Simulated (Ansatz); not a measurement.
**CH6FGaGe: one species, many methods**

How much do the methods differ for CH6FGaGe? The plan is to run it at one geometry with functionals of several rungs and with coupled cluster, and see how far each lands from CCSD(T) at the basis-set limit for the atomisation energy.

The runs use Ansatz 0.2.0, Gaussian basis; functionals in def2-TZVPP, the program's frozen cores in correlated methods.

Levels to be run: LDA (SPW92), PBE-D4, revPBE-D4, BLYP-D4, r2SCAN-D4, B97M-V, PBE0-D4, B3LYP-D4, r2SCANh-D4, r2SCAN0-D4, HSE06-D4, BHLYP-D4, CAM-B3LYP-D4, LC-ωPBE, ωB97X-V, ωB97M-V, B2PLYP, PBE-QIDH; CCSD(T)/def2-SVP; CCSD(T)/def2-TZVPP; MP2/def2-QZVPP; extrapolation to the limit; RPA on PBE.

## (1) Structure used throughout

All runs share one geometry, relaxed beforehand with PBE0-D4 in a triple-zeta def2 set.

SMILES `[F][GeH2][CH2][GaH2]`, 10 atoms, charge 0, spin multiplicity 1.

Atoms are counted from 1 here; the program's logs count them from 0.

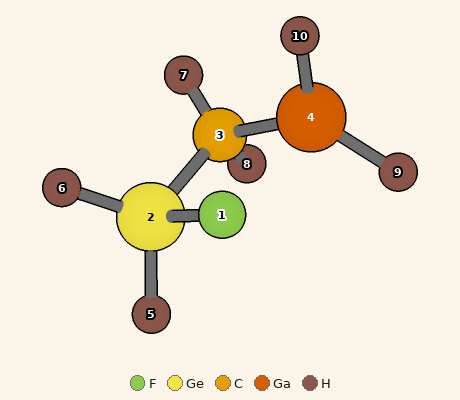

The structure; fluorine green, germanium yellow, carbon amber, gallium orange, hydrogen brown; atoms are numbered from 1 in the order of the file.

## (2) LDA

This LDA is Slater exchange with PW92 correlation.

File in.yaml:

```yaml
crystal:
  periodic: [false, false, false]
  atoms:
    - {symbol: F, position_ang: [-1.336867, 0.320633, 0.974456]}
    - {symbol: Ge, position_ang: [-0.600736, 1.162310, -0.464159]}
    - {symbol: C, position_ang: [0.808815, -0.108427, -0.674705]}
    - {symbol: Ga, position_ang: [0.251457, -1.266548, 0.890964]}
    - {symbol: H, position_ang: [-1.752832, 1.181523, -1.476581]}
    - {symbol: H, position_ang: [-0.276526, 2.557591, 0.084220]}
    - {symbol: H, position_ang: [1.792642, 0.341243, -0.543893]}
    - {symbol: H, position_ang: [0.755576, -0.628842, -1.630508]}
    - {symbol: H, position_ang: [-0.616497, -2.533663, 0.580148]}
    - {symbol: H, position_ang: [0.974958, -1.025829, 2.260057]}
basis:
  gaussian: {orbitals: def2-TZVPP}
hamiltonian: {xc: lda}
output: {orbitals: {seedname: orbitals}}
```

Started as:

```
$ ansatz run in.yaml --threads 4 --pin off --events-out ev --progress --plain --max-ram 10444MiB
```

Further steps of the session: PBE-D4 (GGA); revPBE-D4 (GGA); BLYP-D4 (GGA); r2SCAN-D4 (meta-GGA); B97M-V (meta-GGA); PBE0-D4 (hybrid); B3LYP-D4 (hybrid); r2SCANh-D4 (hybrid); r2SCAN0-D4 (hybrid); HSE06-D4 (hybrid); BHLYP-D4 (hybrid); CAM-B3LYP-D4 (range-separated); LC-ωPBE (range-separated); ωB97X-V (range-separated); ωB97M-V (range-separated); B2PLYP (double hybrid); PBE-QIDH (double hybrid); CCSD(T) in def2-SVP; CCSD(T) in def2-TZVPP; MP2 in def2-QZVPP; RPA on PBE orbitals.

**Question.** What will the summary of the whole plan be? Wanted: atomisation energy, CCSD(T)/CBS; farthest beyond LDA; mean size of error, GGA; mean size of error, meta-GGA; mean size of error, hybrid; mean size of error, range-separated; mean size of error, double hybrid; gap, smallest and largest; T1 diagnostic.

**Answer**, as computed:

| quantity | value |
| --- | --- |
| atomisation energy, CCSD(T)/CBS | 3075.9 kJ/mol |
| functionals within 30.8 kJ/mol (1.0 %) | PBE-D4, r2SCAN-D4, B97M-V, r2SCANh-D4, CAM-B3LYP-D4, LC-ωPBE, ωB97X-V, ωB97M-V |
| farthest beyond LDA | BHLYP-D4 (-104.3 kJ/mol) |
| mean size of error, GGA | 65.1 kJ/mol |
| mean size of error, meta-GGA | 9.7 kJ/mol |
| mean size of error, hybrid | 54.8 kJ/mol |
| mean size of error, range-separated | 19.3 kJ/mol |
| mean size of error, double hybrid | 48.7 kJ/mol |
| gap, smallest and largest | 4.67 eV (LDA (SPW92)), 11.58 eV (LC-ωPBE) |
| T1 diagnostic | 0.0124 |
| triples share of the correlation energy | 3.5 % |

What this shows: The LDA atomisation energy is off by 389.6 kJ/mol (13 %): it overbinds. PBE-D4 misses by -23.2 kJ/mol. Double hybrids carry the basis error of their MP2 part in triple zeta, and no dispersion term here, so their miss is partly the set-up's. The rungs meta-GGA, range-separated miss on average by less than the doubt on the reference (30.8 kJ/mol), so they tie. Misses under about 30.8 kJ/mol are within the doubt on the reference itself, which lacks core-valence correlation, relativity and higher excitations, and its outer-core shells are covered unevenly. Hartree-Fock recovers 73 % of the binding; the rest is correlation. CCSD(T) in def2-SVP is off by -172.0 kJ/mol, more than most functionals: a good method in a small basis is no reference. Orbital gaps span 4.7 to 11.6 eV; exact exchange widens them. Correlated methods include outer-core shells of Ga, Ge, which these sets cover unevenly.
